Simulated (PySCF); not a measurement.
# C$_{4}$H$_{6}$NOSi (doublet): what the fields show

```xyz
13

N    -2.2958    0.0862    1.6661
C    -1.7425   -0.0188    0.6707
C    -0.9956   -0.1057   -0.5687
C     0.2497   -0.9918   -0.3649
C     1.3095   -0.1237    0.3091
Si    0.9039    1.6157   -0.3929
O    -0.5838    1.1793   -0.9628
H    -1.6574   -0.5070   -1.3479
H     0.6002   -1.3072   -1.3495
H    -0.0048   -1.8793    0.2166
H     1.1609   -0.1182    1.3915
H     2.3094   -0.5060    0.1193
H     0.7418    2.6770    0.5957
```

Geometry: GFN2-xTB.

Level of theory: UKS B3LYP, pcH-1 on C H N O Si, non-relativistic, mean-field spin-orbit, GIAO (PySCF).

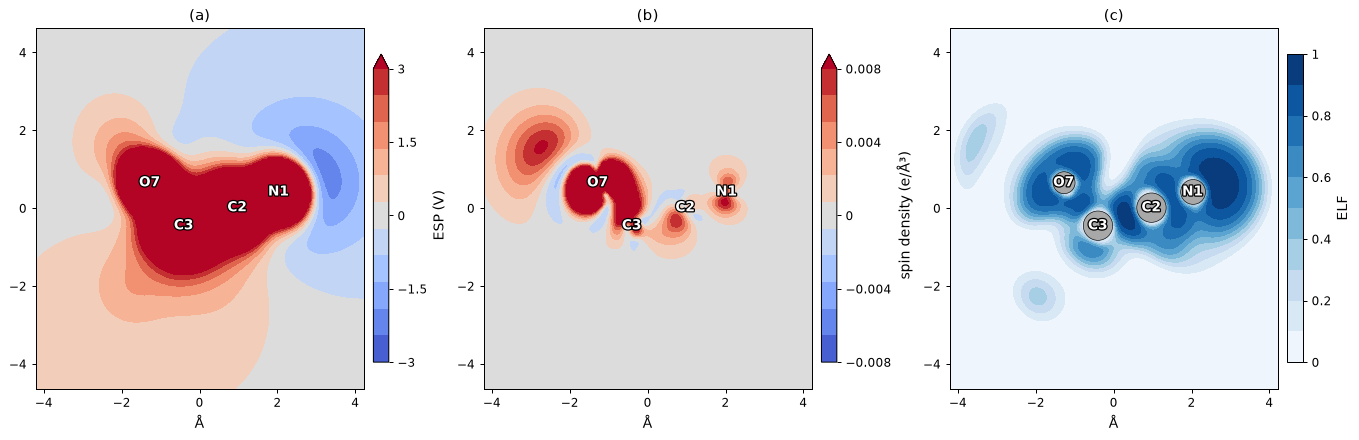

Figure 1. (a) electrostatic potential; (b) spin density (α minus β); (c) ELF on the plane of atoms C2, C3 and O7. Grey discs cover the atomic cores in the ELF map.

What does the map show?

Answer. Atoms in the plane: N, C and O. C–N (1.14 Å): the ELF peaks at about 0.85 between the atoms (a short, multiple covalent bond). C–O (1.41 Å): the ELF peaks at about 0.85 between the atoms: a polar covalent bond. C–C (1.45 Å): the ELF peaks at about 0.95 between the atoms, as expected for a covalent bond. The ELF also peaks beside O7 and N1, away from the bonds: non-bonding electrons, paired or unpaired. The unpaired spin (1 electron) lies mostly on Si6 (about 0.7), H13 (about 0.1) and O7 (about 0.1), in electrons by Hirshfeld's partition. Outside the dense part of the molecule the potential is most negative (−2.2 V) near N1.

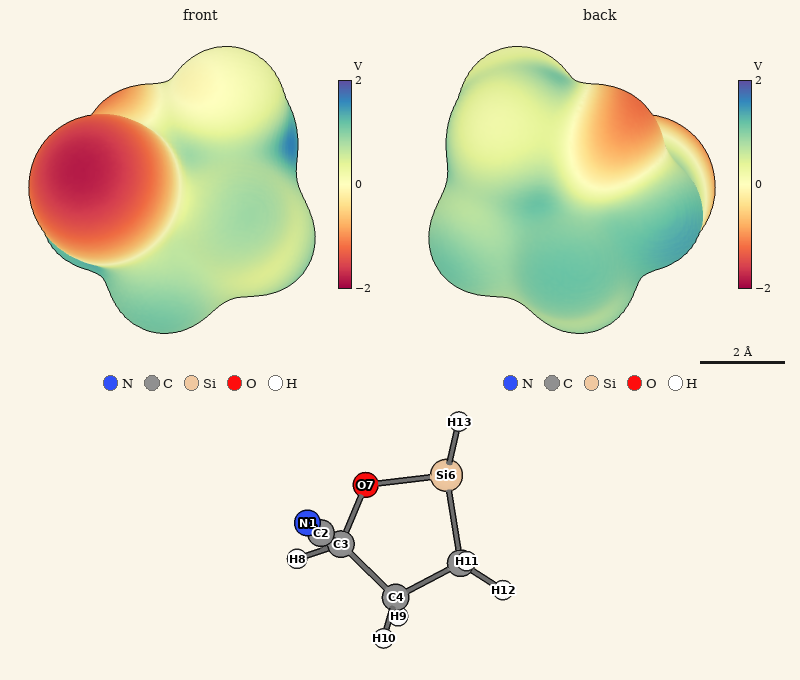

Figure 2. The electrostatic potential painted on the density surface at 0.002 e/bohr³, seen from the front and from behind; red is negative and blue positive. The bare structure is drawn below in the same view.

Which sites attract a positive test charge, and which a negative one?

Answer. A positive charge is drawn to the negative regions and a negative charge to the positive ones. The most negative region (about −1.8 V) lies over N1, the most positive (about +1.5 V) over Si6. N1 is the likeliest acceptor of a hydrogen bond.
